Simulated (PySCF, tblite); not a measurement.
# Cl₂: bond homolysis

Aim: compute the bond homolysis of Cl₂ (`ClCl`).

Programs: tblite 0.8.0 and PySCF 2.14.0, with routines of our own; each step states its level. All values are computed. Atoms count from 0.

## Step 1: The starting structure

2 atoms, charge 0, multiplicity 1; geometry from: start built from the parent or by distance geometry.

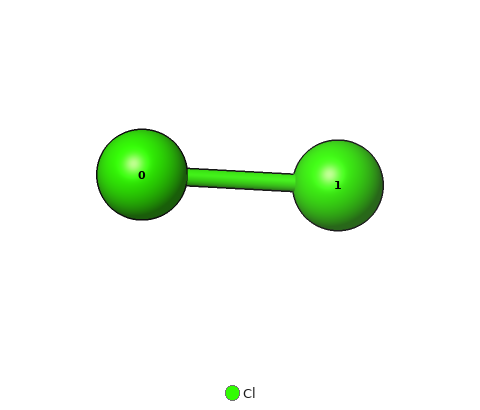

The starting geometry (chlorine green).

## Step 2: Geometry optimisation with GFN2-xTB

Job settings and geometry (Å):

```
{"job": {"kind": "relax", "xc": "GFN2-xTB", "basis": "xTB"}, "charge": 0, "multiplicity": 1}
Cl     1.055200    -0.006100    -0.005300
Cl    -1.049700     0.008700    -0.023000
```

Started as:

```sh
$ OMP_NUM_THREADS=1 python redox_run.py task.json out
```

The driver reads the jobs from task.json and runs them one after another.

What it wrote:

```text
step      E/eV     max force
  0    -247.00223    1.267
  1    -247.03979    0.796
  2    -247.06043    0.155
  3    -247.06113    0.014
  4    -247.06114    0.000
```

Wall time 0.01 s (1 thread of Arm Neoverse V1, shared host).

Step by step:

```csv
step,energy from step 0 (eV),largest force (eV/Å)
0,0.0000,1.2671
1,-0.0376,0.7961
2,-0.0582,0.1550
3,-0.0589,0.0140
4,-0.0589,0.0000
```

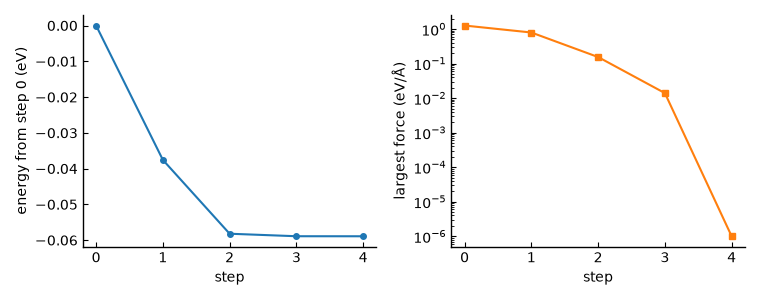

Energy and force, step by step.

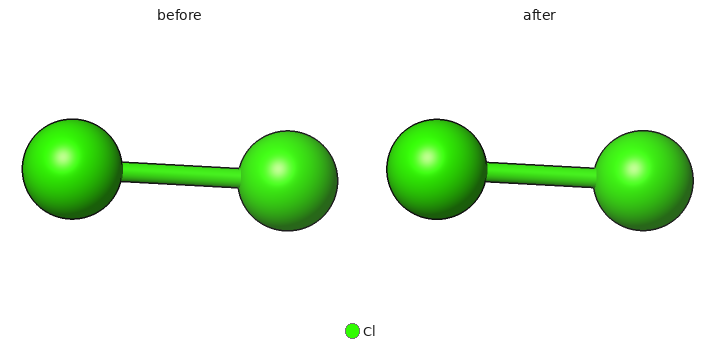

Before and after, at one scale.

The bond:

```csv
bond,before (Å),after (Å),change (Å)
Cl0–Cl1,2.105,2.017,-0.088
```

The final coordinates are the input of the step that follows.

## Step 3: Infrared spectrum with GFN2-xTB

Job settings and geometry (Å):

```
{"job": {"kind": "ir", "xc": "GFN2-xTB", "basis": "xTB"}, "charge": 0, "multiplicity": 1}
Cl     1.011128    -0.005808    -0.005653
Cl    -1.005614     0.008344    -0.022644
```

What it wrote:

```text
mode    cm-1     km/mol
  1     510.0      0.00
ZPE 3.051  H(298)-E 12.296  G(298)-E -54.296 kJ/mol  S 223.35 J/(mol K)
```

Wall time 0.05 s (1 thread of Arm Neoverse V1, shared host).

Which atoms move in the most intense modes:

```csv
cm⁻¹,km/mol,atoms
510,0.0,"Cl1 50 %, Cl0 50 %"
```

## Step 4: Geometry optimisation at PBE0-D3(BJ)/def2-SVP

Job settings and geometry (Å):

```
{"job": {"xc": "PBE0", "basis": "def2-SVP", "d3": "d3bj", "grid": 1, "kind": "geom"}, "charge": 0, "multiplicity": 1}
Cl     1.011128    -0.005808    -0.005653
Cl    -1.005614     0.008344    -0.022644
```

What it wrote:

```text
step   0  E = -919.76301824  max force = 0.003149
step   1  E = -919.76304383  max force = 0.000298
step   2  E = -919.76304409  max force = 0.000006
optimisation converged
```

Run time: 0.95 s. Hardware: 1 thread of Arm Neoverse V1, shared host.

The steps of the relaxation:

```csv
step,energy from step 0 (eV),largest force component (eV/Å)
0,0.0000,0.1619
1,-0.0007,0.0153
2,-0.0007,0.0003
```

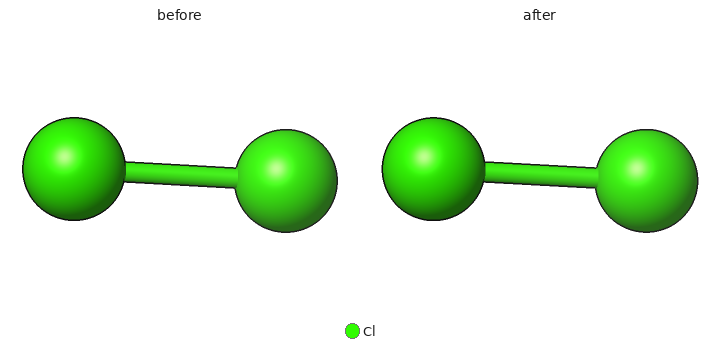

The geometry before (left) and after (right).

The bond:

```csv
bond,before (Å),after (Å),change (Å)
Cl0–Cl1,2.017,2.026,+0.009
```

The end geometry stands in the next job.

```csv
at the end point,value
point group (found at 0.08 Å tolerance),Dinfh
"rotational constants (GHz, main isotopes)","7.044, 7.044"
dipole moment (D),0.00
```

## Step 5: Harmonic vibrations (Cl2): PBE0-D3(BJ)/def2-SVP

Job settings and geometry (Å):

```
{"job": {"xc": "PBE0", "basis": "def2-SVP", "d3": "d3bj", "grid": 2, "kind": "hessian"}, "charge": 0, "multiplicity": 1}
Cl     1.015512    -0.006634    -0.004708
Cl    -1.010047     0.009175    -0.023595
```

What it wrote:

```text
coarse grid: 3248 points
cycle   1  E = -919.6695047639  dE =  8.125e-02  |g| = 1.269e-01  |ddm| = 1.570e+00
cycle   2  E = -919.6718418828  dE = -2.337e-03  |g| = 8.549e-02  |ddm| = 1.601e-01
cycle   3  E = -919.6737348695  dE = -1.893e-03  |g| = 9.980e-03  |ddm| = 7.683e-02
cycle   4  E = -919.6737596425  dE = -2.477e-05  |g| = 1.402e-03  |ddm| = 1.024e-02
cycle   5  E = -919.6737600598  dE = -4.172e-07  |g| = 4.144e-05  |ddm| = 2.100e-03
final grid: 23496 points
cycle   6  E = -919.7630217709  dE = -3.149e-06  |g| = 1.165e-03  |ddm| = 5.461e-03
cycle   7  E = -919.7630220161  dE = -2.452e-07  |g| = 5.791e-04  |ddm| = 2.624e-03
cycle   8  E = -919.7630220876  dE = -7.156e-08  |g| = 3.731e-05  |ddm| = 8.236e-04
cycle   9  E = -919.7630220880  dE = -3.380e-10  |g| = 1.067e-05  |ddm| = 3.889e-05
cycle  10  E = -919.7630220880  dE = -3.058e-11  |g| = 1.753e-07  |ddm| = 8.798e-06
converged SCF energy = -919.7630220880

mode    cm-1
  1     527.7
ZPE 3.156  H(298)-E 12.369  G(298)-E -54.194 kJ/mol  S 223.25 J/(mol K)
```

It took 2.2 s on 1 thread of Arm Neoverse V1, shared host.

Zero-point energy 3.16 kJ/mol (xTB gave 3.05).

## Step 6: Single point (Cl2): B3LYP-D3(BJ)/def2-TZVP

Geometry: PBE0-D3(BJ)/def2-SVP.

Job settings and geometry (Å):

```
{"job": {"kind": "sp", "xc": "B3LYP", "basis": "def2-TZVP", "d3": "d3bj", "grid": 2}, "charge": 0, "multiplicity": 1}
Cl     1.015512    -0.006634    -0.004708
Cl    -1.010047     0.009175    -0.023595
```

What it wrote:

```text
coarse grid: 3248 points
cycle   1  E = -920.4241295619  dE =  1.025e-01  |g| = 1.540e-01  |ddm| = 1.270e+00
cycle   2  E = -920.4263023060  dE = -2.173e-03  |g| = 8.535e-02  |ddm| = 1.227e-01
cycle   3  E = -920.4276326801  dE = -1.330e-03  |g| = 3.375e-02  |ddm| = 6.982e-02
cycle   4  E = -920.4279087094  dE = -2.760e-04  |g| = 2.256e-03  |ddm| = 2.332e-02
cycle   5  E = -920.4279096315  dE = -9.221e-07  |g| = 4.689e-04  |ddm| = 2.848e-03
final grid: 23496 points
cycle   6  E = -920.4239944522  dE = -3.627e-06  |g| = 2.781e-03  |ddm| = 7.383e-03
cycle   7  E = -920.4239947295  dE = -2.773e-07  |g| = 1.878e-03  |ddm| = 3.447e-03
cycle   8  E = -920.4239952063  dE = -4.768e-07  |g| = 2.978e-04  |ddm| = 1.659e-03
cycle   9  E = -920.4239952276  dE = -2.124e-08  |g| = 1.925e-05  |ddm| = 1.886e-04
cycle  10  E = -920.4239952277  dE = -8.208e-11  |g| = 2.082e-06  |ddm| = 2.420e-05
converged SCF energy = -920.4239952277
```

Run time: 0.49 s. Hardware: 1 thread of Arm Neoverse V1, shared host.

## Step 7: Single point (Cl radical): B3LYP-D3(BJ)/def2-TZVP

Geometry: atom.

Job settings and geometry (Å):

```
{"job": {"kind": "sp", "xc": "B3LYP", "basis": "def2-TZVP", "d3": "d3bj", "grid": 2}, "charge": 0, "multiplicity": 2}
Cl     0.000000     0.000000     0.000000
```

What it wrote:

```text
coarse grid: 1624 points
cycle   1  E = -460.1653185035  dE = -6.769e-02  |g| = 8.661e-02  |ddm| = 5.242e-01
cycle   2  E = -460.1687983738  dE = -3.480e-03  |g| = 1.451e-02  |ddm| = 7.223e-02
cycle   3  E = -460.1689007130  dE = -1.023e-04  |g| = 3.329e-03  |ddm| = 1.289e-02
cycle   4  E = -460.1689066607  dE = -5.948e-06  |g| = 2.031e-03  |ddm| = 5.964e-03
final grid: 11752 points
cycle   5  E = -460.1669890998  dE = -2.711e-06  |g| = 2.555e-03  |ddm| = 5.486e-03
cycle   6  E = -460.1669899147  dE = -8.149e-07  |g| = 1.808e-03  |ddm| = 3.610e-03
cycle   7  E = -460.1669908058  dE = -8.911e-07  |g| = 1.505e-05  |ddm| = 1.544e-03
cycle   8  E = -460.1669908059  dE = -1.208e-10  |g| = 3.356e-06  |ddm| = 2.054e-05
converged SCF energy = -460.1669908059
```

Wall time 0.19 s (1 thread of Arm Neoverse V1, shared host).

## Step 8: Bond homolysis: B3LYP-D3(BJ)/def2-TZVP

This step combines the energies above: geometries from PBE0-D3(BJ)/def2-SVP, zero-point and thermal terms from PBE0-D3(BJ)/def2-SVP.

Job settings and geometry (Å):

```
{"job": {"kind": "bd", "cap": 8, "geom": {"xc": "PBE0", "basis": "def2-SVP", "d3": "d3bj", "grid": 1}, "hess": 1, "level": {"xc": "B3LYP", "basis": "def2-TZVP", "d3": "d3bj"}}, "charge": 0, "multiplicity": 1}
Cl     1.015512    -0.006634    -0.004708
Cl    -1.010047     0.009175    -0.023595
```

Output (the driver's rows laid out field by field):

```text
homolysis bond by bond, B3LYP-D3(BJ)/def2-TZVP // PBE0-D3(BJ)/def2-SVP

row 1
  atoms                   0 1
  elements                Cl Cl
  length                  2.0257
  fragments               formula Cl, charge 0, multiplicity 2, smiles [Cl], kept yes, pieces 1; formula Cl, charge 0, multiplicity 2, smiles [Cl], kept yes, pieces 1
  electronic              236.33
  zero_kelvin             233.17
  enthalpy                236.36
  free_energy             202.69
```

Wall time 4.1 s (1 thread of Arm Neoverse V1, shared host).

Dissociation energies (kJ/mol, gas phase, 298 K for the thermal columns):

```csv
bond,fragments,electronic,enthalpy,free energy
Cl0–Cl1,[Cl] + [Cl],236.3,236.4,202.7
```

## Step 9: Single point (Cl₂): wavefunction

Geometry: PBE0-D3(BJ)/def2-SVP.

Job settings and geometry (Å):

```
{"job": {"kind": "sp", "xc": "CCSD(T)", "basis": "aug-cc-pVTZ", "grid": 2}, "charge": 0, "multiplicity": 1}
Cl     1.015512    -0.006634    -0.004708
Cl    -1.010047     0.009175    -0.023595
```

With the program's defaults for keys left out, this is: wavefunction single point, frozen core, gas phase.

What it wrote:

```text
final grid: 23496 points
cycle   1  E = -918.9819764929  dE =  6.900e-02  |g| = 2.423e-01  |ddm| = 1.881e+00
cycle   2  E = -918.9965808904  dE = -1.460e-02  |g| = 1.016e-01  |ddm| = 3.066e-01
cycle   3  E = -918.9990152132  dE = -2.434e-03  |g| = 1.870e-02  |ddm| = 9.965e-02
cycle   4  E = -918.9992123178  dE = -1.971e-04  |g| = 3.641e-03  |ddm| = 2.525e-02
cycle   5  E = -918.9992213123  dE = -8.995e-06  |g| = 5.243e-04  |ddm| = 5.704e-03
cycle   6  E = -918.9992214449  dE = -1.326e-07  |g| = 1.151e-04  |ddm| = 8.901e-04
cycle   7  E = -918.9992214511  dE = -6.124e-09  |g| = 1.434e-05  |ddm| = 2.744e-04
converged SCF energy = -918.9992214511
E(HF, exact integrals) = -918.9993412428
E(MP2) = -919.3868063629
E(CCSD) = -919.4185517655
E(CCSD(T)) = -919.4377270455
T1 diagnostic = 0.0087
```

Wall time 16 s (1 thread of Arm Neoverse V1, shared host); peak memory 0.65 GiB.

## Step 10: Bond homolysis: CCSD(T)/aug-cc-pVTZ

This step combines the energies above: geometries from PBE0-D3(BJ)/def2-SVP, zero-point and thermal terms from PBE0-D3(BJ)/def2-SVP.

Job settings and geometry (Å):

```
{"job": {"kind": "bd", "cap": 8, "geom": {"xc": "PBE0", "basis": "def2-SVP", "d3": "d3bj", "grid": 1}, "hess": 1, "level": {"xc": "CCSD(T)", "basis": "aug-cc-pVTZ"}}, "charge": 0, "multiplicity": 1}
Cl     1.015512    -0.006634    -0.004708
Cl    -1.010047     0.009175    -0.023595
```

Output (the driver's rows laid out field by field):

```text
homolysis bond by bond, CCSD(T)/aug-cc-pVTZ // PBE0-D3(BJ)/def2-SVP

row 1
  atoms                   0 1
  elements                Cl Cl
  length                  2.0257
  fragments               formula Cl, charge 0, multiplicity 2, smiles [Cl], kept yes, pieces 1; formula Cl, charge 0, multiplicity 2, smiles [Cl], kept yes, pieces 1
  electronic              223.94
  zero_kelvin             220.79
  enthalpy                223.97
  free_energy             190.3
```

It took 18 s on 1 thread of Arm Neoverse V1, shared host.

Some single points behind these values are not shown above.

Dissociation energies (kJ/mol, gas phase, 298 K for the thermal columns):

```csv
bond,fragments,electronic,enthalpy,free energy
Cl0–Cl1,[Cl] + [Cl],223.9,224.0,190.3
```

## Step 11: Single point (Cl₂): wavefunction

Geometry: PBE0-D3(BJ)/def2-SVP.

Job settings and geometry (Å):

```
{"job": {"kind": "sp", "xc": "MP2", "basis": "aug-cc-pVTZ", "grid": 2}, "charge": 0, "multiplicity": 1}
Cl     1.015512    -0.006634    -0.004708
Cl    -1.010047     0.009175    -0.023595
```

Level: wavefunction single point, frozen core, gas phase.

What it wrote:

```text
final grid: 23496 points
cycle   1  E = -918.9819764929  dE =  6.900e-02  |g| = 2.423e-01  |ddm| = 1.881e+00
cycle   2  E = -918.9965808904  dE = -1.460e-02  |g| = 1.016e-01  |ddm| = 3.066e-01
cycle   3  E = -918.9990152132  dE = -2.434e-03  |g| = 1.870e-02  |ddm| = 9.965e-02
cycle   4  E = -918.9992123178  dE = -1.971e-04  |g| = 3.641e-03  |ddm| = 2.525e-02
cycle   5  E = -918.9992213123  dE = -8.995e-06  |g| = 5.243e-04  |ddm| = 5.704e-03
cycle   6  E = -918.9992214449  dE = -1.326e-07  |g| = 1.151e-04  |ddm| = 8.901e-04
cycle   7  E = -918.9992214511  dE = -6.124e-09  |g| = 1.434e-05  |ddm| = 2.744e-04
converged SCF energy = -918.9992214511
E(HF, exact integrals) = -918.9993412428
E(MP2) = -919.3868065273
```

Wall time 1.6 s (1 thread of Arm Neoverse V1, shared host).

## Step 12: Bond homolysis: MP2/aug-cc-pVTZ

This step combines the energies above: geometries from PBE0-D3(BJ)/def2-SVP, zero-point and thermal terms from PBE0-D3(BJ)/def2-SVP.

Job settings and geometry (Å):

```
{"job": {"kind": "bd", "cap": 8, "geom": {"xc": "PBE0", "basis": "def2-SVP", "d3": "d3bj", "grid": 1}, "hess": 1, "level": {"xc": "MP2", "basis": "aug-cc-pVTZ"}}, "charge": 0, "multiplicity": 1}
Cl     1.015512    -0.006634    -0.004708
Cl    -1.010047     0.009175    -0.023595
```

Output (the driver's rows laid out field by field):

```text
homolysis bond by bond, MP2/aug-cc-pVTZ // PBE0-D3(BJ)/def2-SVP

row 1
  atoms                   0 1
  elements                Cl Cl
  length                  2.0257
  fragments               formula Cl, charge 0, multiplicity 2, smiles [Cl], kept yes, pieces 1; formula Cl, charge 0, multiplicity 2, smiles [Cl], kept yes, pieces 1
  electronic              241.92
  zero_kelvin             238.76
  enthalpy                241.95
  free_energy             208.28
```

Wall time 1.9 s (1 thread of Arm Neoverse V1, shared host).

Some single points behind these values are not shown above.

Dissociation energies (kJ/mol, gas phase, 298 K for the thermal columns):

```csv
bond,fragments,electronic,enthalpy,free energy
Cl0–Cl1,[Cl] + [Cl],241.9,241.9,208.3
```

## Step 13: Single point (Cl₂): HF/aug-cc-pVTZ

Geometry: PBE0-D3(BJ)/def2-SVP.

Job settings and geometry (Å):

```
{"job": {"kind": "sp", "xc": "HF", "basis": "aug-cc-pVTZ", "grid": 2}, "charge": 0, "multiplicity": 1}
Cl     1.015512    -0.006634    -0.004708
Cl    -1.010047     0.009175    -0.023595
```

What it wrote:

```text
final grid: 23496 points
cycle   1  E = -918.9819764929  dE =  6.900e-02  |g| = 2.423e-01  |ddm| = 1.881e+00
cycle   2  E = -918.9965808904  dE = -1.460e-02  |g| = 1.016e-01  |ddm| = 3.066e-01
cycle   3  E = -918.9990152132  dE = -2.434e-03  |g| = 1.870e-02  |ddm| = 9.965e-02
cycle   4  E = -918.9992123178  dE = -1.971e-04  |g| = 3.641e-03  |ddm| = 2.525e-02
cycle   5  E = -918.9992213123  dE = -8.995e-06  |g| = 5.243e-04  |ddm| = 5.704e-03
cycle   6  E = -918.9992214449  dE = -1.326e-07  |g| = 1.151e-04  |ddm| = 8.901e-04
cycle   7  E = -918.9992214511  dE = -6.124e-09  |g| = 1.434e-05  |ddm| = 2.744e-04
converged SCF energy = -918.9992214511
```

Run time: 0.24 s. Hardware: 1 thread of Arm Neoverse V1, shared host.

## Step 14: Bond homolysis: HF/aug-cc-pVTZ

This step combines the energies above: geometries from PBE0-D3(BJ)/def2-SVP, zero-point and thermal terms from PBE0-D3(BJ)/def2-SVP.

Job settings and geometry (Å):

```
{"job": {"kind": "bd", "cap": 8, "geom": {"xc": "PBE0", "basis": "def2-SVP", "d3": "d3bj", "grid": 1}, "hess": 1, "level": {"xc": "HF", "basis": "aug-cc-pVTZ"}}, "charge": 0, "multiplicity": 1}
Cl     1.015512    -0.006634    -0.004708
Cl    -1.010047     0.009175    -0.023595
```

Output (the driver's rows laid out field by field):

```text
homolysis bond by bond, HF/aug-cc-pVTZ // PBE0-D3(BJ)/def2-SVP

row 1
  atoms                   0 1
  elements                Cl Cl
  length                  2.0257
  fragments               formula Cl, charge 0, multiplicity 2, smiles [Cl], kept yes, pieces 1; formula Cl, charge 0, multiplicity 2, smiles [Cl], kept yes, pieces 1
  electronic              71.61
  zero_kelvin             68.45
  enthalpy                71.63
  free_energy             37.97
```

Run time: 0.39 s. Hardware: 1 thread of Arm Neoverse V1, shared host.

Some single points behind these values are not shown above.

Dissociation energies (kJ/mol, gas phase, 298 K for the thermal columns):

```csv
bond,fragments,electronic,enthalpy,free energy
Cl0–Cl1,[Cl] + [Cl],71.6,71.6,38.0
```

## Step 15: What came out

```
                                            quantity                                          value
                                        highest mode  510 cm⁻¹, infrared intensity under 0.5 km/mol
                        zero-point energy (GFN2-xTB)                                   0.7 kcal/mol
                                         point group                                          Dinfh
                rotational constants (main isotopes)                                 7.04, 7.04 GHz
bond enthalpy (ΔH), Cl0–Cl1 (B3LYP-D3(BJ)/def2-TZVP)                                   236.4 kJ/mol
   bond enthalpy (ΔH), Cl0–Cl1 (CCSD(T)/aug-cc-pVTZ)                                   224.0 kJ/mol
       bond enthalpy (ΔH), Cl0–Cl1 (MP2/aug-cc-pVTZ)                                   241.9 kJ/mol
        bond enthalpy (ΔH), Cl0–Cl1 (HF/aug-cc-pVTZ)                                    71.6 kJ/mol
```

In words: The one mode is real. Unscaled tight-binding wavenumbers are off by several per cent, some by more. Its intensities can rank the bands wrongly. With PBE0/def2-SVP, its start was all but relaxed already: 2 steps gained 0.7 meV. The bond enthalpy (ΔH) at Cl0–Cl1 is 236.4 kJ/mol at B3LYP-D3(BJ)/def2-TZVP; zero-point and thermal terms move it by +0.1 kJ/mol from the electronic value. Hartree-Fock lacks correlation, so its bond and fragment energies are far off.
